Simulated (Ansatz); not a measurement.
The starting structures come from a database of crystals and need not be the phases stable at ambient conditions.

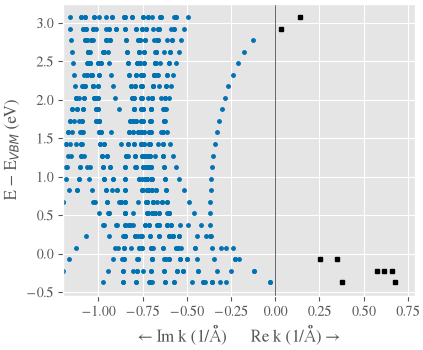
Figure. Complex bands at the centre of the two-dimensional zone; PBEsol (Ansatz, a quantum-chemistry and plane-wave program)

No gap correction and no spin-orbit coupling; mid-gap values are interpolated between computed energies.

### Question
This is SrGeO₃ (P-62m, not sure to be the ambient phase, 15 atoms a cell, 16.6 Å³ an atom, -3 GPa at this level) along the normal of (110). Read off the slowest decay at the centre of the two-dimensional zone at 1.43 eV, the computed energy nearest the middle of the gap.

### Answer
κ ≈ 0.34 1/Å, a decay length 1/(2κ) of the density of 1.5 Å.
